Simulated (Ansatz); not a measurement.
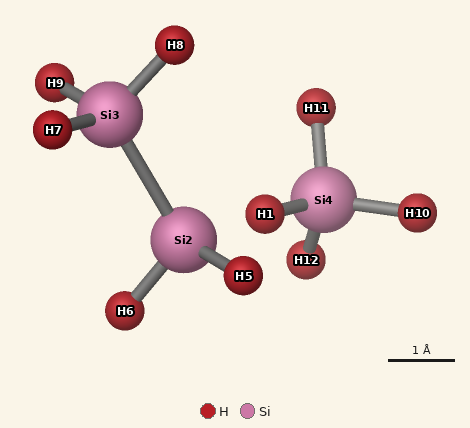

*The structure as given in the input (ball-and-stick view, seen at a tilt; atoms are numbered from 1 in the order of the input).*

**Geometry relaxation, with input and output: Si$_{3}$H$_{9}$**

The run: geometry relaxation of Si$_{3}$H$_{9}$, multiplicity 2. Method and program: UKS PBE0-D4/def2-TZVP (Ansatz 0.2.0).

The geometry is a transition state displaced along its imaginary mode. The reaction was set up to form H1–Si4 and to break H1–Si2 (atoms counted from 1 in the order of the input); sticks are drawn by distance alone. Figures and captions count atoms from 1; the log counts them from 0 in places.

### The input
```yaml
crystal:
  periodic: [false, false, false]
  atoms:
    - {symbol: H, position_ang: [-0.635845, 0.059272, -0.991928]}
    - {symbol: Si, position_ang: [0.824428, 0.985037, 0.097138]}
    - {symbol: Si, position_ang: [1.285075, -0.198313, 2.035444]}
    - {symbol: Si, position_ang: [-1.663071, -0.533152, -1.784954]}
    - {symbol: H, position_ang: [0.277301, 2.348035, 0.349800]}
    - {symbol: H, position_ang: [1.985139, 1.080173, -0.832718]}
    - {symbol: H, position_ang: [2.306984, 0.474051, 2.885407]}
    - {symbol: H, position_ang: [0.034258, -0.349331, 2.829083]}
    - {symbol: H, position_ang: [1.782740, -1.555256, 1.676938]}
    - {symbol: H, position_ang: [-2.883516, 0.333360, -1.860903]}
    - {symbol: H, position_ang: [-2.095440, -1.849701, -1.210702]}
    - {symbol: H, position_ang: [-1.218053, -0.794274, -3.192707]}
basis:
  gaussian: {orbitals: def2-TZVP}
magnetization: {spin_polarized: true, initial_magnetization: 1}
hamiltonian: {xc: pbe0, dispersion: d4}
relax: {f_tol: 0.005, max_steps: 200}
```

Command:
```bash
ansatz run in.yaml --threads 8 --pin off --events-out ev --progress --plain --max-ram 19148MiB
```

### The program's output
```
Functional definition: PBE0
  name "PBE0"
  cite "Adamo & Barone, J. Chem. Phys. 110, 6158 (1999) doi:10.1063/1.478522"
  cite "Perdew, Burke & Ernzerhof, Phys. Rev. Lett. 77, 3865 (1996) doi:10.1103/PhysRevLett.77.3865"
  parent pbe
  parameter a = 0.25
  parameter kappa = 0.804
  parameter beta = 0.06672455060314922
  exchange = (1 - a)*pbe_x(kappa = kappa, mu = beta*pi^2/3) + a*exact_x
  correlation = pbe_c(beta = beta)
1200 factors; their error is unknown
mean field evaluation 1: about -23766.6962 eV, gradient 9.4e0 eV
mean field evaluation 2: about -23767.2653 eV, gradient 4.0e0 eV
mean field evaluation 4: about -23767.3642 eV, gradient 2.4e-1 eV
mean field evaluation 8: about -23767.4631 eV, gradient 9.3e-2 eV
mean field -23767.46314577 eV, -873.4381604421 hartree, gradient 9.0e-5 eV, S^2 0.755071; 0 other end points of the search recorded, 0 dependent functions left out
the calculation of the forces begins
reference -23767.46318957 eV, -873.4381620515 hartree; 26, 25 occupied and 139, 140 virtual orbitals, 1200 factors
relax step   1: F+E_penalty+E_count = -23767.67100979 eV  Δ(F+E_penalty+E_count) = +0.000e0 eV  max|allowed force component| = 2.141e0 eV/Å  Δτ_max = 0.0000 Å  (26 SCF iters, accepted)
these checks for a lower state are left out or cut short: starts, cluster_reference, orbital_swaps, neighbouring_geometries, increment
1200 factors; their error is unknown
mean field evaluation 16: about -23767.5109 eV, gradient 3.8e0 eV
mean field -23767.71005726 eV, -873.4472342719 hartree, gradient 2.3e-5 eV, S^2 0.755322; 0 other end points of the search recorded, 0 dependent functions left out
the calculation of the forces begins
reference -23767.71010203 eV, -873.4472359170 hartree; 26, 25 occupied and 139, 140 virtual orbitals, 1200 factors
relax step   2: F+E_penalty+E_count = -23767.90755094 eV  Δ(F+E_penalty+E_count) = -2.365e-1 eV  max|allowed force component| = 2.732e-1 eV/Å  Δτ_max = 0.1912 Å  (29 SCF iters, accepted)
these checks for a lower state are left out or cut short: starts, cluster_reference, orbital_swaps, neighbouring_geometries, increment
1200 factors; their error is unknown
mean field -23767.78448061 eV, -873.4499692795 hartree, gradient 2.7e-5 eV, S^2 0.755001; 0 other end points of the search recorded, 0 dependent functions left out
the calculation of the forces begins
reference -23767.78452603 eV, -873.4499709485 hartree; 26, 25 occupied and 139, 140 virtual orbitals, 1200 factors
relax step   3: F+E_penalty+E_count = -23767.97138975 eV  Δ(F+E_penalty+E_count) = -6.384e-2 eV  max|allowed force component| = 1.249e-1 eV/Å  Δτ_max = 0.1930 Å  (29 SCF iters, accepted)
these checks for a lower state are left out or cut short: starts, cluster_reference, orbital_swaps, neighbouring_geometries, increment
1200 factors; their error is unknown
mean field evaluation 32: about -23767.8049 eV, gradient 1.2e-1 eV
mean field -23767.80502872 eV, -873.4507244086 hartree, gradient 2.2e-5 eV, S^2 0.755191; 0 other end points of the search recorded, 0 dependent functions left out
the calculation of the forces begins
reference -23767.80507530 eV, -873.4507261203 hartree; 26, 25 occupied and 139, 140 virtual orbitals, 1200 factors
relax step   4: F+E_penalty+E_count = -23767.98058574 eV  Δ(F+E_penalty+E_count) = -9.196e-3 eV  max|allowed force component| = 2.662e-1 eV/Å  Δτ_max = 0.2000 Å  (29 SCF iters, accepted)
these checks for a lower state are left out or cut short: starts, cluster_reference, orbital_swaps, neighbouring_geometries, increment
1200 factors; their error is unknown
mean field -23767.82616530 eV, -873.4515011635 hartree, gradient 7.6e-5 eV, S^2 0.754779; 0 other end points of the search recorded, 0 dependent functions left out
the calculation of the forces begins
reference -23767.82621179 eV, -873.4515028721 hartree; 26, 25 occupied and 139, 140 virtual orbitals, 1200 factors
relax step   5: F+E_penalty+E_count = -23768.00000140 eV  Δ(F+E_penalty+E_count) = -1.942e-2 eV  max|allowed force component| = 7.693e-2 eV/Å  Δτ_max = 0.0762 Å  (28 SCF iters, accepted)
these checks for a lower state are left out or cut short: starts, cluster_reference, orbital_swaps, neighbouring_geometries, increment
1200 factors; their error is unknown
mean field -23767.83056722 eV, -873.4516629312 hartree, gradient 5.5e-5 eV, S^2 0.754690; 0 other end points of the search recorded, 0 dependent functions left out
the calculation of the forces begins
reference -23767.83061391 eV, -873.4516646470 hartree; 26, 25 occupied and 139, 140 virtual orbitals, 1200 factors
relax step   6: F+E_penalty+E_count = -23768.00214618 eV  Δ(F+E_penalty+E_count) = -2.145e-3 eV  max|allowed force component| = 4.086e-2 eV/Å  Δτ_max = 0.0511 Å  (28 SCF iters, accepted)
these checks for a lower state are left out or cut short: starts, cluster_reference, orbital_swaps, neighbouring_geometries, increment
1200 factors; their error is unknown
mean field -23767.83409500 eV, -873.4517925745 hartree, gradient 6.3e-5 eV, S^2 0.754640; 0 other end points of the search recorded, 0 dependent functions left out
the calculation of the forces begins
reference -23767.83414198 eV, -873.4517943012 hartree; 26, 25 occupied and 139, 140 virtual orbitals, 1200 factors
relax step   7: F+E_penalty+E_count = -23768.00322715 eV  Δ(F+E_penalty+E_count) = -1.081e-3 eV  max|allowed force component| = 1.444e-2 eV/Å  Δτ_max = 0.0568 Å  (28 SCF iters, accepted)
these checks for a lower state are left out or cut short: starts, cluster_reference, orbital_swaps, neighbouring_geometries, increment
1200 factors; their error is unknown
mean field -23767.83544185 eV, -873.4518420706 hartree, gradient 1.1e-5 eV, S^2 0.754623; 0 other end points of the search recorded, 0 dependent functions left out
the calculation of the forces begins
reference -23767.83548899 eV, -873.4518438030 hartree; 26, 25 occupied and 139, 140 virtual orbitals, 1200 factors
relax step   8: F+E_penalty+E_count = -23768.00344306 eV  Δ(F+E_penalty+E_count) = -2.159e-4 eV  max|allowed force component| = 8.550e-3 eV/Å  Δτ_max = 0.0296 Å  (26 SCF iters, accepted)
these checks for a lower state are left out or cut short: starts, cluster_reference, orbital_swaps, neighbouring_geometries, increment
1200 factors; their error is unknown
mean field -23767.83569434 eV, -873.4518513492 hartree, gradient 1.7e-5 eV, S^2 0.754618; 0 other end points of the search recorded, 0 dependent functions left out
the calculation of the forces begins
reference -23767.83574151 eV, -873.4518530829 hartree; 26, 25 occupied and 139, 140 virtual orbitals, 1200 factors
relax step   9: F+E_penalty+E_count = -23768.00346453 eV  Δ(F+E_penalty+E_count) = -2.146e-5 eV  max|allowed force component| = 4.091e-3 eV/Å  Δτ_max = 0.0084 Å  (25 SCF iters, accepted)
1200 factors; their error is unknown
mean field evaluation 64: about -23767.7361 eV, gradient 9.0e-2 eV
```

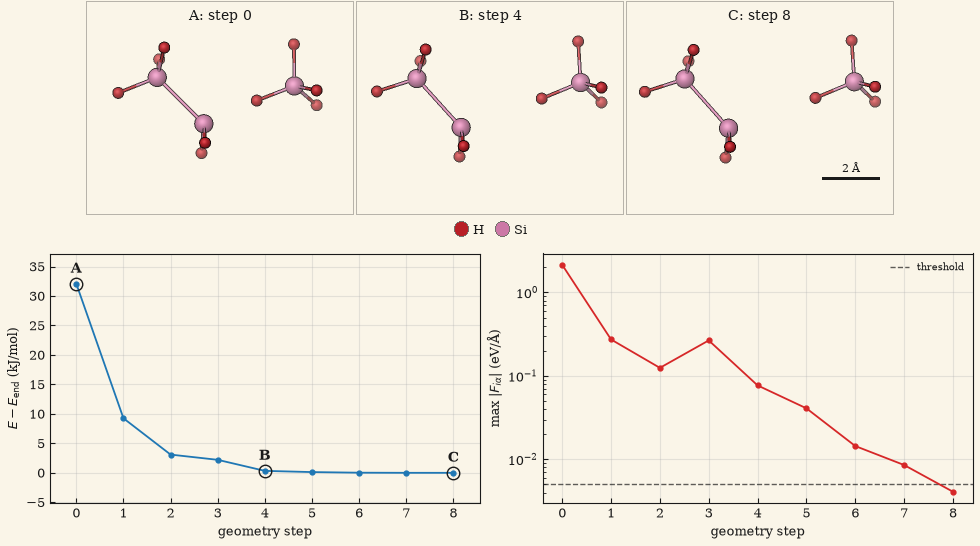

*Frames of the relaxation (ball-and-stick view, seen on its broad side) above the curves, on which the letters mark them (the first geometry is step 0 here and step 1 in the log).*

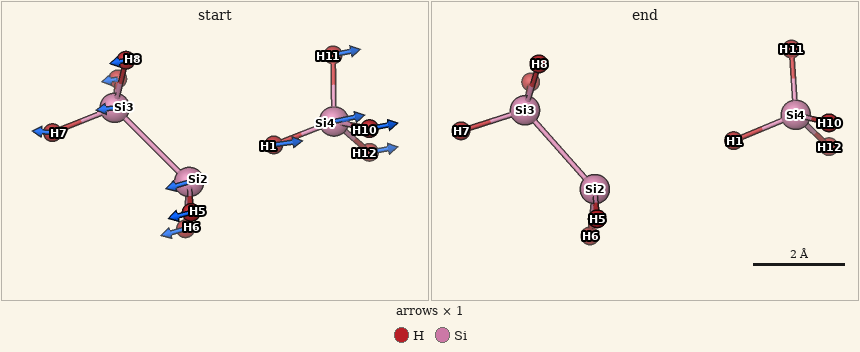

*Before (left) and after (right) the relaxation, at one scale (ball-and-stick view, seen on its broad side). The blue arrows give the displacements, at true length.*

Si4 moves most after the best rigid fit: 0.72 Å. Largest moves by element: Si 0.72 Å, H 0.66 Å. Among the contacts that change: H1–Si4 1.427 → 1.487 Å, Si4–H10 1.499 → 1.485 Å, Si2–Si3 2.317 → 2.323 Å. Among the angles that change: H1–Si4–H10 112.0° → 109.5°, H10–Si4–H11 107.0° → 109.5°. The energy falls by 32.1 kJ/mol in 8 geometry steps. Largest force component: 2.1 eV/Å at the start, 0.0041 eV/Å at the end. (Atoms are counted from 1 in the order of the input.)

```
mean field -23767.83569434 eV, -873.4518513492 hartree, gradient 1.7e-5 eV, S^2 0.754618; 1 other end points of the search recorded, 0 dependent functions left out
the calculation of the forces begins
reference -23767.83574151 eV, -873.4518530829 hartree; 26, 25 occupied and 139, 140 virtual orbitals, 1200 factors
Total energy: -23768.00351170 eV, -873.4580185236 hartree
Atom 0 at    -1.084339    -0.100928    -1.455571 Å, force     0.000166     0.000020     0.000498 eV/Å
Atom 1 at     1.221518     1.180514     0.438150 Å, force     0.000479     0.000152    -0.004091 eV/Å
Atom 2 at     1.579914    -0.098709     2.344251 Å, force    -0.001025    -0.001138     0.000405 eV/Å
Atom 3 at    -2.159137    -0.742191    -2.257991 Å, force     0.000462     0.000338     0.000483 eV/Å
Atom 4 at     0.658793     2.534302     0.695134 Å, force    -0.000164    -0.000694     0.000897 eV/Å
Atom 5 at     2.396728     1.282126    -0.469635 Å, force     0.000417     0.001071     0.001564 eV/Å
Atom 6 at     2.595976     0.494180     3.258623 Å, force     0.000600    -0.000006     0.000236 eV/Å
Atom 7 at     0.297906    -0.230061     3.085771 Å, force     0.000041     0.000564    -0.000015 eV/Å
Atom 8 at     2.044132    -1.450874     1.935800 Å, force    -0.000428     0.000253    -0.000065 eV/Å
Atom 9 at    -3.345204     0.150198    -2.301016 Å, force    -0.000417     0.000086     0.000062 eV/Å
Atom 10 at    -2.535806    -2.036024    -1.634188 Å, force    -0.000238    -0.000512     0.000231 eV/Å
Atom 11 at    -1.670481    -0.982632    -3.639430 Å, force     0.000108    -0.000134    -0.000205 eV/Å
Dipole moment:    -0.000736    -0.002736     0.002448 e Å
```

### Trajectory as extended XYZ (Å, eV, eV/Å), 9 frames, from step=1 to step=9
```
12
Properties=species:S:1:pos:R:3:forces:R:3 step=1 energy=-23767.67101
H    -0.6358    0.0593   -0.9919    1.0729   0.6351   0.7907
Si    0.8244    0.9850    0.0971    0.5518   0.3183   0.4331
Si    1.2851   -0.1983    2.0354    0.0463   0.0213   0.0372
Si   -1.6631   -0.5332   -1.7850   -2.1414  -1.2662  -1.6263
H     0.2773    2.3480    0.3498   -0.0216  -0.0202  -0.0297
H     1.9851    1.0802   -0.8327   -0.0313  -0.0069  -0.0151
H     2.3070    0.4741    2.8854    0.0072  -0.0418   0.0543
H     0.0343   -0.3493    2.8291    0.0137   0.0141  -0.0147
H     1.7827   -1.5553    1.6769   -0.0038   0.0273  -0.0050
H    -2.8835    0.3334   -1.8609    0.2385   0.0080   0.1036
H    -2.0954   -1.8497   -1.2107    0.1707   0.2016   0.0422
H    -1.2181   -0.7943   -3.1927    0.0970   0.1093   0.2297
12
Properties=species:S:1:pos:R:3:forces:R:3 step=2 energy=-23767.90755
H    -0.7233    0.0274   -1.0835    0.1506   0.0914   0.1043
Si    0.9315    1.0436    0.1839    0.0974   0.1153   0.0215
Si    1.3443   -0.1817    2.1024    0.0233   0.0163   0.0129
Si   -1.7986   -0.6007   -1.9018   -0.2732  -0.1666  -0.2022
H     0.3350    2.3932    0.3937    0.0366  -0.0402   0.0157
H     2.0545    1.1214   -0.7923   -0.0105   0.0014   0.0559
H     2.3621    0.4625    2.9769    0.0158  -0.0513   0.0734
H     0.0761   -0.3317    2.8682    0.0272   0.0306  -0.0115
H     1.8230   -1.5379    1.7170    0.0142   0.0374   0.0017
H    -2.9683    0.3244   -1.9243    0.0502  -0.1233  -0.0462
H    -2.1643   -1.8980   -1.2607   -0.0197   0.1019  -0.1124
H    -1.2721   -0.8227   -3.2796   -0.1119  -0.0128   0.0870
12
Properties=species:S:1:pos:R:3:forces:R:3 step=3 energy=-23767.97139
H    -0.8265   -0.0055   -1.1952   -0.1249  -0.0689  -0.1006
Si    1.0169    1.0777    0.2680    0.0556   0.0641   0.0075
Si    1.4350   -0.1436    2.1893   -0.0132  -0.0539   0.0468
Si   -1.9123   -0.6403   -2.0195    0.0349   0.0129   0.0336
H     0.4229    2.4256    0.4841    0.0199  -0.0083  -0.0024
H     2.1464    1.1544   -0.6985   -0.0030   0.0152   0.0169
H     2.4483    0.4592    3.1000    0.0062   0.0110  -0.0056
H     0.1571   -0.2858    2.9391    0.0192   0.0029  -0.0001
H     1.9079   -1.4965    1.7884    0.0008   0.0132   0.0091
H    -3.0919    0.2645   -2.0571    0.0259  -0.0317  -0.0084
H    -2.2935   -1.9374   -1.3985    0.0037   0.0402  -0.0299
H    -1.4102   -0.8723   -3.4001   -0.0252   0.0032   0.0330
12
Properties=species:S:1:pos:R:3:forces:R:3 step=4 energy=-23767.98059
H    -0.9551   -0.0554   -1.3230    0.0715   0.0409   0.0547
Si    1.1629    1.1745    0.3644   -0.1841  -0.2290   0.0141
Si    1.4786   -0.1530    2.2643    0.1192   0.2662  -0.1497
Si   -2.0268   -0.6948   -2.1227   -0.0937  -0.0449  -0.0797
H     0.5538    2.5134    0.5649    0.0221   0.0332   0.0851
H     2.2810    1.2553   -0.6086    0.0902  -0.0160   0.0516
H     2.4992    0.4771    3.1474    0.0001  -0.0833   0.0892
H     0.2073   -0.2892    3.0215   -0.0170   0.0293  -0.0403
H     1.9560   -1.5018    1.8628   -0.0048   0.0139  -0.0302
H    -3.2132    0.1975   -2.1663   -0.0026  -0.0007   0.0015
H    -2.4043   -1.9887   -1.4998   -0.0011  -0.0065   0.0035
H    -1.5396   -0.9348   -3.5050    0.0002  -0.0030   0.0001
12
Properties=species:S:1:pos:R:3:forces:R:3 step=5 energy=-23768.00000
H    -0.9926   -0.0660   -1.3649    0.0384   0.0238   0.0275
Si    1.1534    1.1491    0.3818   -0.0256  -0.0698   0.0281
Si    1.5290   -0.1181    2.2946    0.0160   0.0571  -0.0330
Si   -2.0656   -0.7025   -2.1692   -0.0769  -0.0421  -0.0608
H     0.5684    2.4958    0.6114    0.0061   0.0323   0.0147
H     2.2991    1.2326   -0.5611    0.0338   0.0154  -0.0031
H     2.5445    0.4784    3.2085   -0.0102  -0.0098  -0.0057
H     0.2469   -0.2505    3.0350   -0.0018  -0.0069   0.0075
H     1.9977   -1.4670    1.8822   -0.0010  -0.0094   0.0053
H    -3.2525    0.1884   -2.2149    0.0010   0.0132   0.0077
H    -2.4482   -1.9972   -1.5518    0.0059  -0.0082   0.0143
H    -1.5802   -0.9432   -3.5516    0.0144   0.0043  -0.0026
12
Properties=species:S:1:pos:R:3:forces:R:3 step=6 energy=-23768.00215
H    -1.0272   -0.0788   -1.3999    0.0279   0.0170   0.0208
Si    1.1749    1.1561    0.4028   -0.0045  -0.0182   0.0058
Si    1.5512   -0.1071    2.3143    0.0029   0.0035   0.0016
Si   -2.1008   -0.7166   -2.2036   -0.0409  -0.0215  -0.0332
H     0.5998    2.5062    0.6423   -0.0008   0.0215   0.0053
H     2.3311    1.2465   -0.5280    0.0189   0.0091  -0.0061
H     2.5659    0.4830    3.2330   -0.0064   0.0038  -0.0147
H     0.2684   -0.2408    3.0534   -0.0033  -0.0045   0.0098
H     2.0168   -1.4571    1.9018    0.0026  -0.0104   0.0055
H    -3.2864    0.1757   -2.2476   -0.0048   0.0092   0.0029
H    -2.4807   -2.0106   -1.5836    0.0005  -0.0103   0.0095
H    -1.6130   -0.9564   -3.5850    0.0079   0.0007  -0.0072
12
Properties=species:S:1:pos:R:3:forces:R:3 step=7 energy=-23768.00323
H    -1.0640   -0.0929   -1.4363    0.0144   0.0084   0.0115
Si    1.2031    1.1700    0.4261    0.0032   0.0053  -0.0118
Si    1.5709   -0.1004    2.3341   -0.0026  -0.0131   0.0122
Si   -2.1382   -0.7327   -2.2389   -0.0083  -0.0032  -0.0078
H     0.6364    2.5231    0.6749   -0.0018   0.0062   0.0032
H     2.3701    1.2670   -0.4921    0.0051   0.0026  -0.0007
H     2.5859    0.4896    3.2518   -0.0010   0.0055  -0.0081
H     0.2884   -0.2339    3.0740   -0.0028  -0.0002   0.0058
H     2.0351   -1.4518    1.9238    0.0027  -0.0047   0.0010
H    -3.3232    0.1604   -2.2816   -0.0073   0.0039  -0.0008
H    -2.5154   -2.0262   -1.6160   -0.0032  -0.0088   0.0037
H    -1.6489   -0.9723   -3.6198    0.0015  -0.0020  -0.0080
12
Properties=species:S:1:pos:R:3:forces:R:3 step=8 energy=-23768.00344
H    -1.0809   -0.0994   -1.4526    0.0042   0.0023   0.0037
Si    1.2181    1.1782    0.4364    0.0008   0.0051  -0.0086
Si    1.5787   -0.0986    2.3430   -0.0009  -0.0070   0.0034
Si   -2.1555   -0.7404   -2.2549    0.0001   0.0008  -0.0004
H     0.6547    2.5320    0.6914   -0.0002  -0.0002   0.0010
H     2.3910    1.2785   -0.4746    0.0000   0.0006   0.0031
H     2.5944    0.4934    3.2583    0.0009   0.0019  -0.0013
H     0.2967   -0.2310    3.0843   -0.0008   0.0011   0.0008
H     2.0430   -1.4504    1.9337    0.0006  -0.0011   0.0008
H    -3.3412    0.1522   -2.2978   -0.0037   0.0018  -0.0004
H    -2.5321   -2.0340   -1.6312   -0.0016  -0.0042   0.0016
H    -1.6667   -0.9806   -3.6362    0.0007  -0.0011  -0.0039
12
Properties=species:S:1:pos:R:3:forces:R:3 step=9 energy=-23768.00347
H    -1.0843   -0.1009   -1.4556    0.0002   0.0000   0.0005
Si    1.2215    1.1805    0.4381    0.0005   0.0002  -0.0041
Si    1.5799   -0.0987    2.3443   -0.0010  -0.0011   0.0004
Si   -2.1591   -0.7422   -2.2580    0.0005   0.0003   0.0005
H     0.6588    2.5343    0.6951   -0.0002  -0.0007   0.0009
H     2.3967    1.2821   -0.4696    0.0004   0.0011   0.0016
H     2.5960    0.4942    3.2586    0.0006   0.0000   0.0002
H     0.2979   -0.2301    3.0858    0.0000   0.0006   0.0000
H     2.0441   -1.4509    1.9358   -0.0004   0.0003  -0.0001
H    -3.3452    0.1502   -2.3010   -0.0004   0.0001   0.0001
H    -2.5358   -2.0360   -1.6342   -0.0002  -0.0005   0.0002
H    -1.6705   -0.9826   -3.6394    0.0001  -0.0001  -0.0002
```

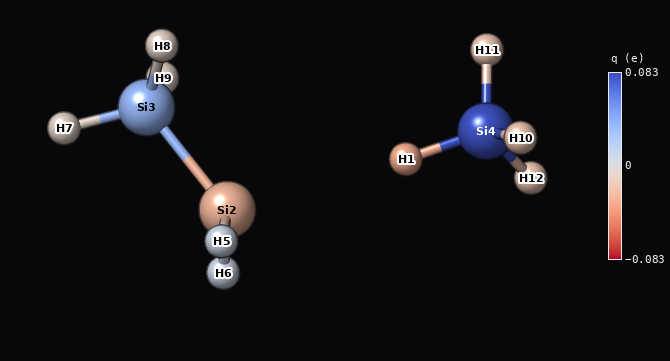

*Mulliken charges, as the colour of each atom (ball-and-stick view, seen at a tilt; atoms are numbered from 1 in the order of the input).*

By element: H −0.03 to +0.01 and Si −0.03 to +0.08 e.

### Results in brief

```json
{"quantity": "outcome", "value": "converged"}
{"quantity": "total energy", "value": "−23768.0035 eV"}
{"quantity": "mean-field energy", "value": "−23767.8357 eV"}
{"quantity": "dispersion energy", "value": "−0.1678 eV"}
{"quantity": "⟨S²⟩", "value": "0.755"}
{"quantity": "SCF solution under orbital rotations", "value": "stable"}
{"quantity": "largest force (length of the vector) at the end", "value": "0.004 eV/Å"}
{"quantity": "dipole moment", "value": "0.02 D"}
{"quantity": "hardware", "value": "8 threads of Arm Neoverse V1, 23 GiB of memory available, shared host"}
{"quantity": "wall time", "value": "18 s (CPU time 2.1 min)"}
{"quantity": "peak memory", "value": "0.51 GiB"}
```
